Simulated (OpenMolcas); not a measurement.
```
&GATEWAY
Basis set
Cr.ANO-RCC-VDZP.
Cr1 0.0 0.0 0.0 Angstrom
End of basis
Basis set
F.ANO-RCC-VDZP.
L1 2.168000 0.000000 0.000000 Angstrom
L2 0.000000 2.168000 0.000000 Angstrom
L3 0.000000 0.000000 2.168000 Angstrom
End of basis
Basis set
Li.EMB-AIMP.Seijo.0s.0s.ECP.LiF.
PseudoCharge
* 67 symmetry-unique lattice sites within 7.6 angstrom
End of basis
Basis set
F.EMB-AIMP.Seijo.0s.0s.ECP.LiF.
PseudoCharge
* 55 symmetry-unique lattice sites within 7.6 angstrom
End of basis
Symmetry
XYZ
AngMom=0.0 0.0 0.0
AMFI
RICD
XField
973 Angstrom 0
* Evjen-weighted lattice charges
&SEWARD
&RASSCF
FileOrb=start.orb
Symmetry=1
Spin=5
nActEl=4 0 0
Inactive=18 21
Ras2=5 0
CIRoot=5 5 1
SDav=5
CIMx=300
Iter=150 100
PrWF=0.3
OrbListing=Nothing
MaxOrb=0
LevShft=1.0
>>> COPY $Project.JobIph JOB001
&RASSCF
FileOrb=start.orb
Symmetry=1
Spin=3
nActEl=4 0 0
Inactive=18 21
Ras2=5 0
CIRoot=45 45 1
SDav=45
CIMx=300
Iter=150 100
PrWF=0.3
OrbListing=Nothing
MaxOrb=0
LevShft=1.0
>>> COPY $Project.JobIph JOB002
&RASSCF
FileOrb=start.orb
Symmetry=1
Spin=1
nActEl=4 0 0
Inactive=18 21
Ras2=5 0
CIRoot=50 50 1
SDav=50
CIMx=300
Iter=150 100
PrWF=0.3
OrbListing=Nothing
MaxOrb=0
LevShft=1.0
>>> COPY $Project.JobIph JOB003
&RASSI
NrOfJobIphs=3 5 45 50
1 2 3 4 5
1 2 3 4 5 6 7 8 9 10 11 12 13 14 15 16 17 18 19 20 21 22 23 24 25 26 27
28 29 30 31 32 33 34 35 36 37 38 39 40 41 42 43 44 45
1 2 3 4 5 6 7 8 9 10 11 12 13 14 15 16 17 18 19 20 21 22 23 24 25 26 27
28 29 30 31 32 33 34 35 36 37 38 39 40 41 42 43 44 45 46 47 48 49 50
IphNames
JOB001
JOB002
JOB003
EJob
SpinOrbit
DIPRint=1.0
SOCoupling=1000.0
Subsets=2
Property=9
'ANGMOM' 1 'ANGMOM' 2 'ANGMOM' 3 'MLTPL  1' 1 'MLTPL  1' 2 'MLTPL  1' 3
'AMFI' 1 'AMFI' 2 'AMFI' 3
SOProperty=3
'ANGMOM' 1 'ANGMOM' 2 'ANGMOM' 3
>>> COPY JOB001 $Project.JobIph
&CASPT2
Multistate=5 1 2 3 4 5
NoMult
Frozen=5 6
IPEA=0.25
Imaginary=0.1
MaxIter=60
WThr=0.0 0.3 0.05
PrWF=0.5
NoMix
>>> COPY JOB002 $Project.JobIph
&CASPT2
Multistate=45 1 2 3 4 5 6 7 8 9 10 11 12 13 14 15 16 17 18 19 20 21 22
23 24 25 26 27 28 29 30 31 32 33 34 35 36 37 38 39 40 41 42 43 44 45
NoMult
Frozen=5 6
IPEA=0.25
Imaginary=0.1
MaxIter=60
WThr=0.0 0.3 0.05
PrWF=0.5
NoMix
>>> COPY JOB003 $Project.JobIph
&CASPT2
Multistate=50 1 2 3 4 5 6 7 8 9 10 11 12 13 14 15 16 17 18 19 20 21 22
23 24 25 26 27 28 29 30 31 32 33 34 35 36 37 38 39 40 41 42 43 44 45 46
47 48 49 50
NoMult
Frozen=5 6
IPEA=0.25
Imaginary=0.1
MaxIter=60
WThr=0.0 0.3 0.05
PrWF=0.5
NoMix
```

Run as:
```bash
OMP_NUM_THREADS=1 MOLCAS_MEM=2457 MOLCAS_PROJECT=a pymolcas a.inp > a.log  # once for each step of the input, in one work folder
```

The CASPT2 energies were then put on the diagonal of the RASSI spin-orbit matrix.

Computed with OpenMolcas: state-averaged SS-CASPT2, IPEA shift 0.25, imaginary shift 0.1 hartree, closed shells 3s 3p correlated, active space 4 electrons in the shell 3d, basis ANO-RCC-VDZP on all atoms, DKH2 scalar Hamiltonian, spin-orbit coupling by RASSI with atomic mean-field integrals. Powder susceptibility by Van Vleck's formula.

Cr²⁺ (3d⁴) as a dopant in LiF, a cluster with its 6 nearest F⁻ at 2.168 Å (octahedron) embedded in model potentials and point charges; the geometry was set, not optimised. The cluster and the levels that result:

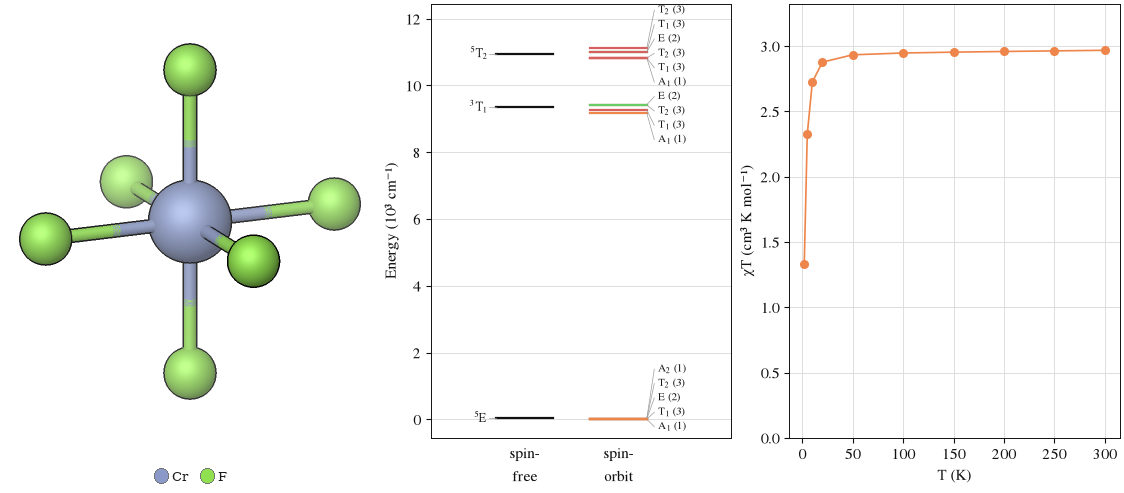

Labels give the representation in O, Td, D4 or D3 as the site allows (double group for half-integer spin) where it could be assigned and, in brackets, the degeneracy; spin-free states, where drawn, share the zero of the spin-orbit levels.

The ground level is A₁, non-degenerate, 100 % from states of spin multiplicity 5. The next level lies at 5.8 cm⁻¹ (T₁). The lowest spin-free state is ⁵E, from the free-ion D term; of the same spin there follows at 10,900 cm⁻¹ (⁵T₂) above it. χT is 1.33 cm³ K mol⁻¹ at 2 K and 2.97 at 300 K, an effective moment of 4.87 μB.

Limits of the model: orbital doublet at a regular site, Jahn-Teller distortion not allowed for; small active space favours high spin, ground spin may be wrong; the geometry is set by hand, with no relaxation and no charge compensation.
